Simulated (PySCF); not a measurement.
**CH6AlOSi (SMILES [CH3][Al][O][SiH3]): UB3LYP/cc-pVDZ**

What is the vertical ionisation energy of CH6AlOSi at UB3LYP/cc-pVDZ? 

The results are computed with PySCF 2.14.0.

### Step 1. The system as given

CH6AlOSi has 10 atoms, charge 0, and is taken as a doublet. SMILES: `[CH3][Al][O][SiH3]`. The coordinates come from a PBE0-D4/def2-TZVP relaxation. This is one conformer, not always the lowest.

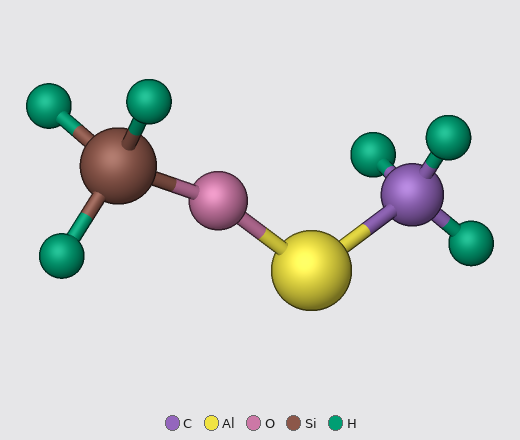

Viewed from a chosen angle; carbon purple, aluminium yellow, oxygen pink, silicon brown, hydrogen teal.

### Step 2. A single-point energy at UB3LYP/cc-pVDZ

Input file calc.py:

```python
from pyscf import gto, dft

system = gto.Mole()
system.atom = [
    ('C', (0.243800, 1.981800, -1.341400)),
    ('Al', (1.086500, 0.300600, -0.766100)),
    ('O', (0.194200, -0.660700, 0.309100)),
    ('Si', (-0.287900, -1.859400, 1.294000)),
    ('H', (-0.701000, 1.751800, -1.844500)),
    ('H', (0.014800, 2.586100, -0.457700)),
    ('H', (0.869800, 2.566000, -2.016900)),
    ('H', (0.686800, -2.984600, 1.283800)),
    ('H', (-1.611000, -2.377800, 0.854700)),
    ('H', (-0.413000, -1.355000, 2.687900)),
]
system.spin = 1
system.basis = 'cc-pvdz'
system.max_memory = 1860
system.verbose = 4
system.build()

mf = dft.UKS(system, xc='b3lyp')
mf.conv_tol = 1e-10
mf.grids.level = 3
mf.kernel()
if not mf.converged:
    mf = mf.newton().run(mf.mo_coeff, mf.mo_occ)

e_final = mf.e_tot
print(f'total energy: {e_final:.8f} hartree')
```

The run is started by

```
$ OMP_NUM_THREADS=1 python calc.py
```

The program printed:

```text
PySCF version 2.14.0

[INPUT] num. atoms = 10
[INPUT] num. electrons = 47
[INPUT] charge = 0
[INPUT] spin (= nelec alpha-beta = 2S) = 1
[INPUT] symmetry False subgroup None
[INPUT] Mole.unit = angstrom
[INPUT] Symbol           X                Y                Z      unit          X                Y                Z       unit  Magmom
[INPUT]  1 C      0.243800000000   1.981800000000  -1.341400000000 AA    0.460715229169   3.745059233663  -2.534878623492 Bohr   0.0
[INPUT]  2 Al     1.086500000000   0.300600000000  -0.766100000000 AA    2.053187434340   0.568051673044  -1.447719184029 Bohr   0.0
[INPUT]  3 O      0.194200000000  -0.660700000000   0.309100000000 AA    0.366984813391  -1.248542050500   0.584114345103 Bohr   0.0
[INPUT]  4 Si    -0.287900000000  -1.859400000000   1.294000000000 AA   -0.544052151262  -3.513756756016   2.445305605187 Bohr   0.0
[INPUT]  5 H     -0.701000000000   1.751800000000  -1.844500000000 AA   -1.324698013320   3.310422225013  -3.485599836760 Bohr   0.0
[INPUT]  6 H      0.014800000000   2.586100000000  -0.457700000000 AA    0.027967946644   4.887020730738  -0.864927647213 Bohr   0.0
[INPUT]  7 H      0.869800000000   2.566000000000  -2.016900000000 AA    1.643683783147   4.849037235634  -3.811388620635 Bohr   0.0
[INPUT]  8 H      0.686800000000  -2.984600000000   1.283800000000 AA    1.297863902351  -5.640076591377   2.426030398717 Bohr   0.0
[INPUT]  9 H     -1.611000000000  -2.377800000000   0.854700000000 AA   -3.044348786674  -4.493390778991   1.615148918666 Bohr   0.0
[INPUT] 10 H     -0.413000000000  -1.355000000000   2.687900000000 AA   -0.780456889445  -2.560578898786   5.079394850218 Bohr   0.0

nuclear repulsion = 190.782871599812
number of shells = 38
number of NR pGTOs = 176
number of NR cGTOs = 94
basis = cc-pvdz
ecp = {}

******** <class 'pyscf.dft.uks.UKS'> ********
method = UKS
initial guess = minao
damping factor = 0
level_shift factor = 0
DIIS = <class 'pyscf.scf.diis.CDIIS'>
diis_start_cycle = 1
diis_space = 8
diis_damp = 0
SCF conv_tol = 1e-10
SCF conv_tol_grad = None
SCF max_cycles = 50
direct_scf = True
direct_scf_tol = 1e-13
number electrons alpha = 24  beta = 23
XC library pyscf.dft.libxc version 7.0.0
    S. Lehtola, C. Steigemann, M. J.T. Oliveira, and M. A.L. Marques.,  SoftwareX 7, 1–5 (2018)
XC functionals = b3lyp
    P. J. Stephens, F. J. Devlin, C. F. Chabalowski, and M. J. Frisch.,  J. Phys. Chem. 98, 11623 (1994)
radial grids:
    Treutler-Ahlrichs [JCP 102, 346 (1995); DOI:10.1063/1.469408] (M4) radial grids

becke partition: Becke, JCP 88, 2547 (1988); DOI:10.1063/1.454033
pruning grids: <function nwchem_prune>
grids dens level: 3
symmetrized grids: False
atomic radii adjust function: <function treutler_atomic_radii_adjust>
small_rho_cutoff = 0
Set gradient conv threshold to 1e-05
tot grids = 125408
init E= -648.983071684846
[... the frontier-level lines of each cycle are left out ...]

cycle= 1 E= -648.759997875884  delta_E= 0.223  |g|= 0.663  |ddm|= 1.84
cycle= 2 E= -647.918142243558  delta_E= 0.842  |g|=  1.5  |ddm|=  1.5
cycle= 3 E= -648.929572405368  delta_E= -1.01  |g|= 0.168  |ddm|= 1.15
cycle= 4 E= -648.94091322528  delta_E= -0.0113  |g|= 0.0948  |ddm|= 0.227
cycle= 5 E= -648.945772515582  delta_E= -0.00486  |g|= 0.01  |ddm|= 0.0854
cycle= 6 E= -648.945848116985  delta_E= -7.56e-05  |g|= 0.00225  |ddm|= 0.0135
cycle= 7 E= -648.945852451099  delta_E= -4.33e-06  |g|= 0.00052  |ddm|= 0.00416
cycle= 8 E= -648.945852792507  delta_E= -3.41e-07  |g|= 0.000163  |ddm|= 0.00126
cycle= 9 E= -648.945852823746  delta_E= -3.12e-08  |g|= 3.69e-05  |ddm|= 0.000406
cycle= 10 E= -648.945852825555  delta_E= -1.81e-09  |g|= 1e-05  |ddm|= 8.51e-05
cycle= 11 E= -648.945852825683  delta_E= -1.29e-10  |g|= 2.56e-06  |ddm|= 1.94e-05
cycle= 12 E= -648.945852825689  delta_E= -5.23e-12  |g|= 4.79e-07  |ddm|= 6.85e-06
Extra cycle  E= -648.945852825691  delta_E= -2.5e-12  |g|= 5.18e-07  |ddm|= 1.07e-06
converged SCF energy = -648.945852825691  <S^2> = 0.7523669  2S+1 = 2.0023655
total energy: -648.94585283 hartree
```

Run time: 23 s. Hardware: 1 thread of Arm Neoverse V1, shared host; peak memory 0.47 GiB.

### Step 3. The singlet cation at the same level

Input file calc.py:

```python
from pyscf import gto, dft

system = gto.M(
    atom=[
    ('C', (0.243800, 1.981800, -1.341400)),
    ('Al', (1.086500, 0.300600, -0.766100)),
    ('O', (0.194200, -0.660700, 0.309100)),
    ('Si', (-0.287900, -1.859400, 1.294000)),
    ('H', (-0.701000, 1.751800, -1.844500)),
    ('H', (0.014800, 2.586100, -0.457700)),
    ('H', (0.869800, 2.566000, -2.016900)),
    ('H', (0.686800, -2.984600, 1.283800)),
    ('H', (-1.611000, -2.377800, 0.854700)),
    ('H', (-0.413000, -1.355000, 2.687900)),
],
    max_memory=1860,
    spin=0,
    basis='cc-pvdz',
    charge=1,
    verbose=3,
)

ks = dft.RKS(system)
ks.xc = 'b3lyp'
ks.conv_tol = 1e-10
ks.grids.level = 3
ks.kernel()
if not ks.converged:
    ks = ks.newton().run(ks.mo_coeff, ks.mo_occ)

e_tot = ks.e_tot
print('E = %.10f Eh' % e_tot)
```

The run is started by

```
$ OMP_NUM_THREADS=1 python calc.py
```

The program printed:

```text
converged SCF energy = -648.672969117217
E = -648.6729691172 Eh
```

Run time: 12 s. Hardware: 1 thread of Arm Neoverse V1, shared host; peak memory 0.46 GiB.

### Step 4. Outcome

At UB3LYP/cc-pVDZ:

```
                                            quantity          value
                      doublet CH6AlOSi: total energy  -648.94585 Eh
                     doublet CH6AlOSi: dipole moment         1.07 D
doublet CH6AlOSi: HOMO energy (highest over α and β)       -5.13 eV
 doublet CH6AlOSi: LUMO energy (lowest over α and β)       -2.41 eV
                              doublet CH6AlOSi: ⟨S²⟩          0.752
                        singlet cation: total energy  -648.67297 Eh
                         singlet cation: HOMO energy      -12.61 eV
                         singlet cation: LUMO energy       -9.57 eV
                       singlet cation: HOMO–LUMO gap        3.03 eV
  vertical ionisation energy (to the singlet cation)       7.426 eV
```

What this shows: Removing an electron at fixed nuclei costs 7.43 eV (171 kcal/mol). Only the singlet of the ionised species was computed; a triplet could lie lower. Mulliken charges (singlet cation) run from -0.52 on O3 to +0.94 on Al2; they depend strongly on the basis.
